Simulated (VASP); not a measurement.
Band structure of LiTaO$_{3}$ (space group R3c). Level of theory: PBEsol GGA, VASP's PBE PAW potentials (set 64) (plane waves; VASP 6.6.1).

Unless said otherwise, spin-orbit coupling is left out, though it shifts the bands of the heavy elements here.

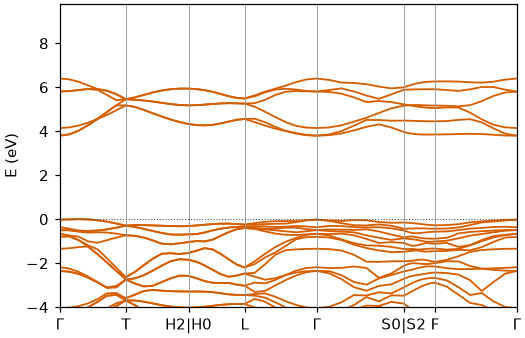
Fig. 1. Bands along high-symmetry lines, zero at the valence-band maximum or, without a gap, the Fermi level

Read the plot: is there a gap, and where are the band edges?

The gap is indirect, 3.80 eV, from the valence maximum at Γ-T at 0.29 to the conduction minimum at Γ.

The structure comes from a computed database's LiTaO3 entry; how it stands against other phases isn't given here. The cell was not relaxed at this level.
